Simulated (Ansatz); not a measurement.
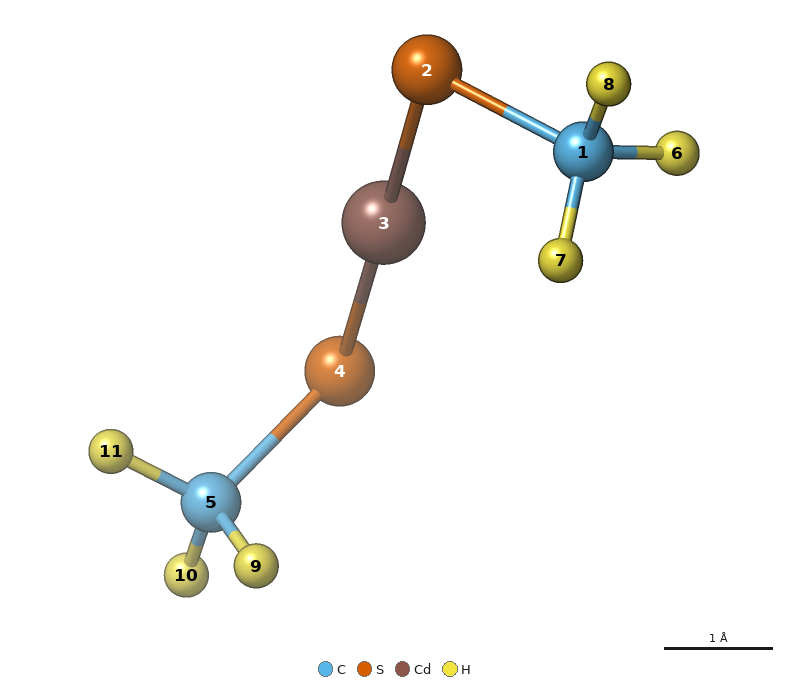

Orthographic view. Distant atoms are faded towards the background colour. Computed geometry: PBE0-D4/def2-TZVP optimisation. No frequency run is at hand to confirm it as a minimum.

Give the geometry as a Z-matrix, atoms in numerical order, with these reference atoms: 2 to 1; 3 to 2, 1; 4 to 3, 1, 2; 5 to 4, 3, 1; 6 to 1, 2, 3; 7 to 1, 6, 2; 8 to 1, 6, 7; 9 to 5, 4, 3; 10 to 5, 9, 4; 11 to 5, 9, 10.

```
C  
S    1   1.822
Cd   2   2.337   1   103.0
S    3   2.337   1   148.0   2   178.3
C    4   1.822   3   103.0   1    93.2
H    1   1.089   2   111.9   3    61.9
H    1   1.089   6   109.8   2   125.1
H    1   1.091   6   108.4   7   118.2
H    5   1.089   4   112.0   3   -61.9
H    5   1.091   9   108.3   4   116.8
H    5   1.089   9   109.8  10   118.2
```
